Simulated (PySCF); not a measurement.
## Electronic structure of C₅H₈O₂Si in real space

```xyz
16

C    -4.7398    0.0471    0.0288
C    -3.5388    0.0235    0.0440
C    -2.1326   -0.0172    0.0235
C    -1.3891    0.2523    1.0967
O    -0.0561    0.2357    1.1505
Si    1.0496   -0.1007    0.0158
O     2.3672    0.1222    0.9146
C     3.6843   -0.0268    0.4976
H    -5.7882    0.0721    0.0212
H    -1.6621   -0.2796   -0.9133
H    -1.8433    0.5169    2.0453
H     0.9337   -1.4784   -0.4699
H     0.9860    0.8383   -1.1071
H     3.8832   -1.0591    0.1994
H     3.9012    0.6239   -0.3530
H     4.3371    0.2387    1.3297
```

Geometry: GFN2-xTB.

Level of theory: PBE0/pcSseg-1, SCF density, gas phase, non-relativistic in PySCF 2.14.0.

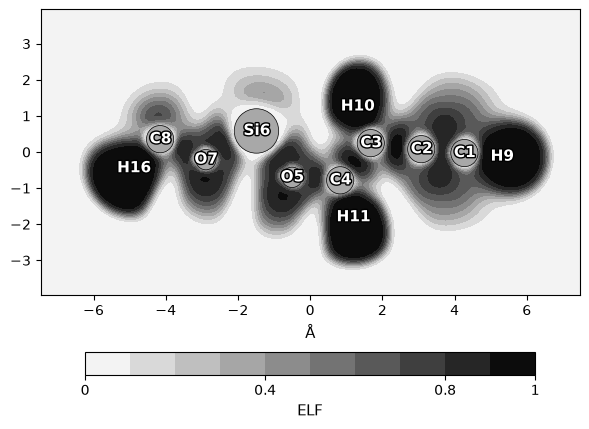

Figure 1. ELF on the plane of atoms Si6, O7 and C8. Grey discs cover the atomic cores.

Question: Interpret the plot.

Answer: Atoms in the plane: C, O, Si and H. C–C (1.20 Å): the ELF peaks at about 0.85 between the atoms; a multiple bond. C–O (1.33 Å): the ELF peaks at about 0.90 between the atoms, as expected for a polar covalent bond. Si–O (1.61 Å): the ELF peaks at about 0.85 between the atoms; a polar covalent bond. C–H (1.05 Å): the ELF climbs to about 1 towards the hydrogen, as it does in any bond to H: an ordinary covalent bond to hydrogen. C–C (1.33 Å): the ELF peaks at about 0.95 between the atoms: a multiple bond. The ELF also peaks beside O5 and O7, away from the bonds: lone-pair regions.

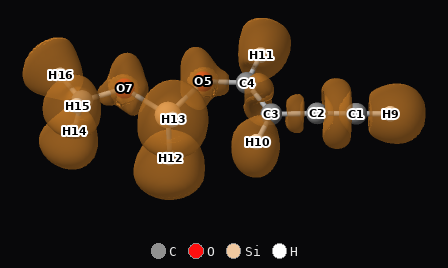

Figure 2. Isosurface of the electron localisation function at 0.75 (orange), seen at an oblique angle. Core shells and regions of very low density are left out.

Question: Identify the bonds, lone pairs and shells in this picture.

Answer: At this value the surface marks out three regions between bonded C–C atoms (shared pairs), eight regions around hydrogen nuclei and two regions on O in which the atom's valence shell and bonds are merged.

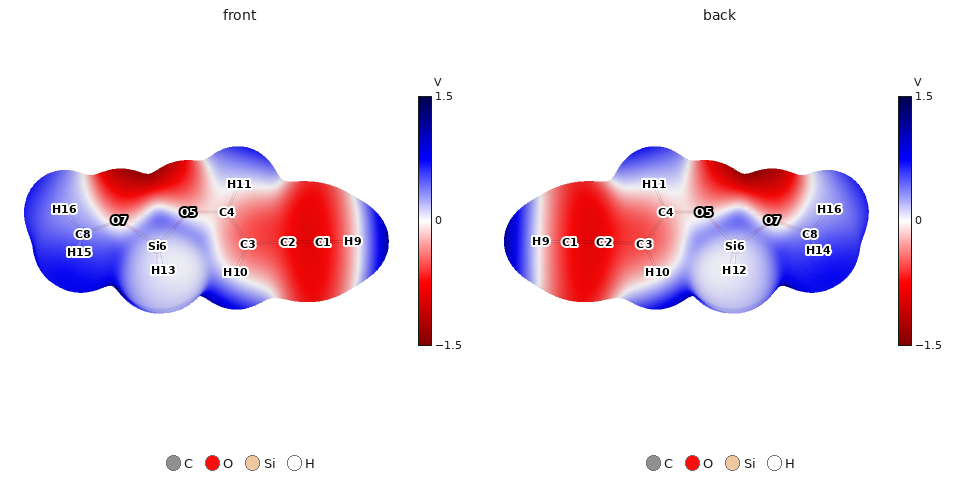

Figure 3. The molecular electrostatic potential painted on the density surface at 0.001 e/bohr³, seen from the front and from behind; the colour scale runs from red (negative) to blue (positive).

Question: Where is the surface potential most negative and most positive?

Answer: The most negative region (about −1.3 V) lies over O5 and O7, the most positive (about +1.3 V) over Si6.
